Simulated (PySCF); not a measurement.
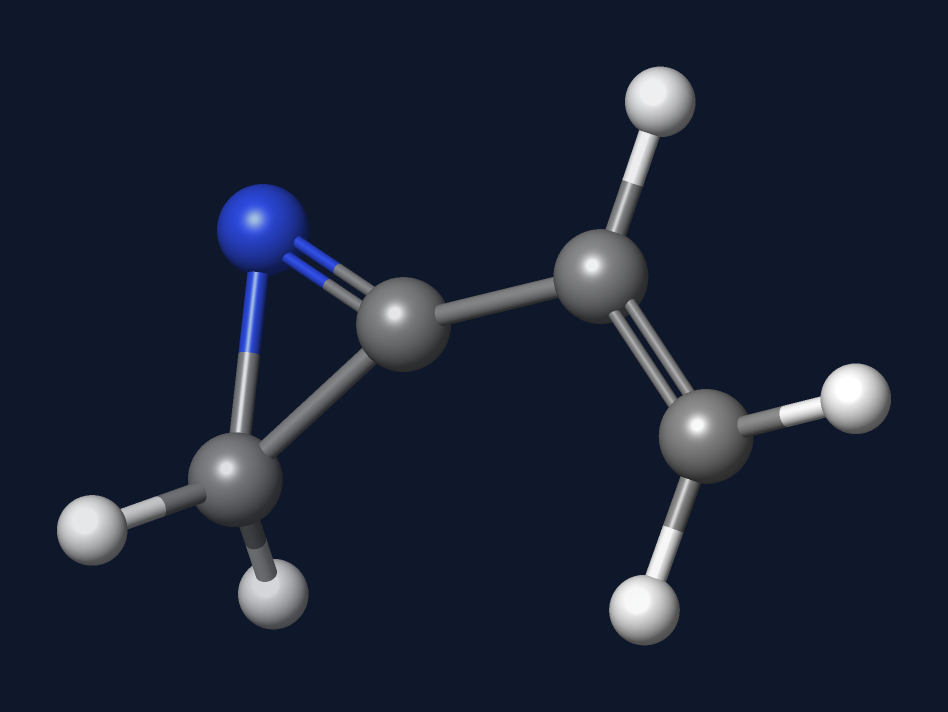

Colours: carbon grey, nitrogen blue, hydrogen white.

Count the atoms of each element.

Answer. C4H5N, 10 atoms: 4 carbon, 5 hydrogen and 1 nitrogen.

Give a SMILES string for it.

Answer. C=CC1=NC1

Name functional groups in it.

Answer. Among them: alkene, imine.

Describe its rings.

Answer. Independent rings (smallest set): 1 of 3 members.

The parts below concern this one geometry. Atoms keep their numbers from picture to picture. Computed geometry: PBE0-D3(BJ)/def2-SVP optimisation. No frequency run is at hand to confirm it as a minimum.

### Geometry

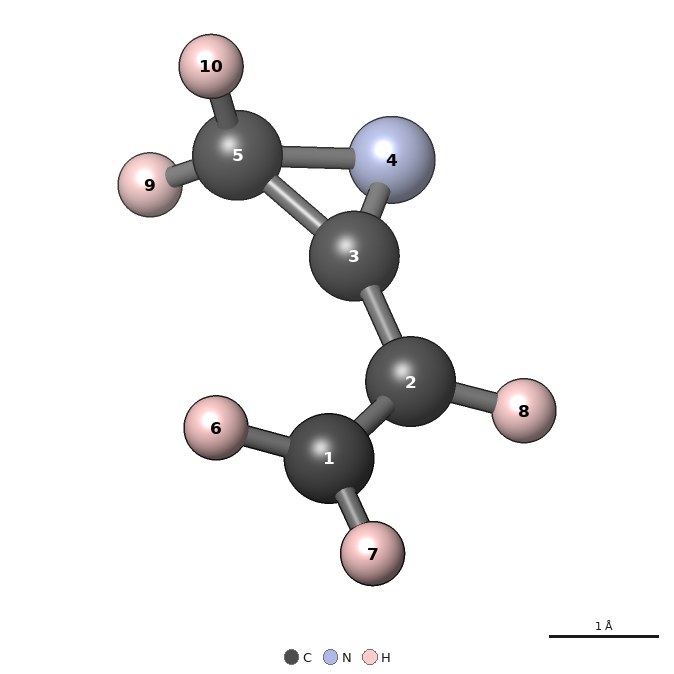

The atoms are numbered. No frequency run is at hand to confirm it as a minimum.

Estimate the angles C2–C1–H6, C2–C1–H7, C1–C2–C3, C1–C2–H8, C3–C2–H8, C2–C3–N4, C2–C3–C5, N4–C3–C5, C3–N4–C5, C3–C5–N4, C3–C5–H9, N4–C5–H9.

```
   angle  degrees
C2–C1–H6    120.7
C2–C1–H7    121.5
C1–C2–C3    121.9
C1–C2–H8    121.7
C3–C2–H8    116.3
C2–C3–N4    141.3
C2–C3–C5    151.1
N4–C3–C5     67.7
C3–N4–C5     62.1
C3–C5–N4     50.2
C3–C5–H9    120.8
N4–C5–H9    116.8
```

### Core levels

No frequency run is at hand to confirm it as a minimum. Method: delta-SCF UKS SCAN, pcX-2 on the ionised atom, pcseg-1 elsewhere, spin-free X2C (PySCF 2.14.0).

Give the core-electron binding energies (to vacuum) of C1 1s, C2 1s, C3 1s, N4 1s, C5 1s.

```tsv
atom	level	binding energy (eV)
C1	1s	290.9
C2	1s	291.5
C3	1s	292.1
N4	1s	404.6
C5	1s	291.4
```

### NMR shielding

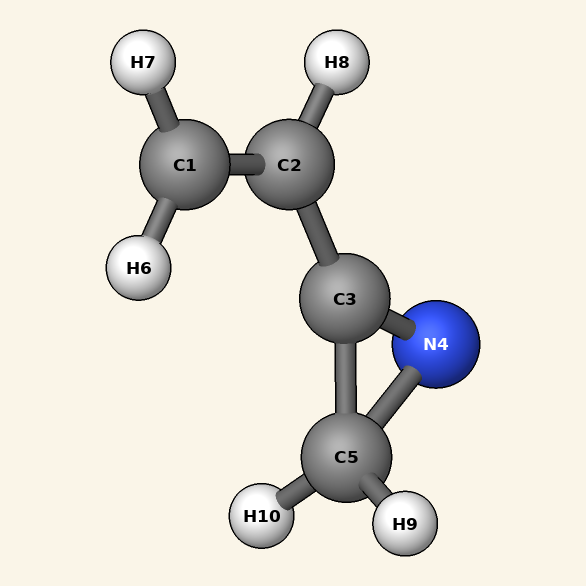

No frequency run is at hand to confirm it as a minimum. Method: GIAO PBE0/pcSseg-1 NMR shielding, non-relativistic, gas phase (PySCF 2.14.0). Principal shieldings σ11 ≤ σ22 ≤ σ33, span Ω = σ33 − σ11, skew κ = 3(σiso − σ22)/Ω.

Give the shielding tensors of the N atoms.

```
atom     σ11     σ22    σ33   σiso      Ω     κ
  N4  −392.8  −107.4  296.9  −67.7  689.7  0.17
```

Shieldings and span in ppm.

### Polarisability

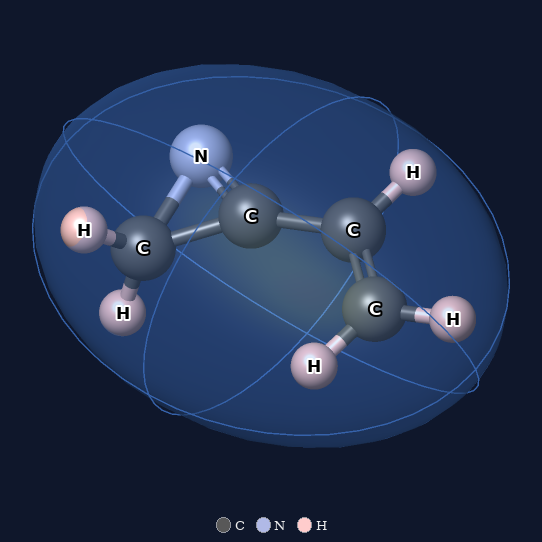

The ellipsoid shows the static dipole polarisability: its half-axes are proportional to the principal values. No frequency run is at hand to confirm it as a minimum. Computed with PBE0/def2-SVPD (PySCF 2.14.0).

Give the principal values, the mean and the anisotropy.

Answer. Principal values 36.9, 53.0, 76.2 bohr³; mean 55.4 bohr³ (8.21 Å³); anisotropy 34.2 bohr³, so the longest axis is 2.06 times the shortest.
